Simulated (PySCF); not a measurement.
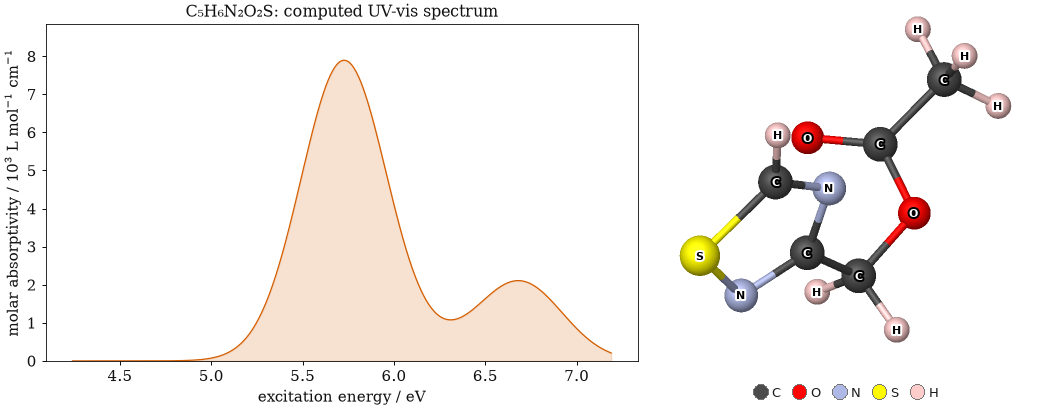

Computed absorption of C₅H₆N₂O₂S, SMILES CC(=O)OCc1ncsn1. Vertical TDDFT excitations, CAM-B3LYP/def2-SVPD (IEF-PCM chloroform), PySCF, at a PBE0-D3(BJ)/def2-SVP geometry (no frequency check). Only the first 6 singlet excitations are included; each is broadened by a Gaussian of 1/e half-width 0.33 eV.

Where is the maximum of the broadened curve, and how high is it?

At about 5.7 eV (216 nm), with ε near 7900 L mol⁻¹ cm⁻¹.

Does any vertical transition fall in the visible?

No singlet lies below 3.1 eV (beyond 400 nm), so at this level no vertical transition falls in the visible.

Known limits of this run: one conformer of a flexible molecule; core orbitals are frozen in the response.
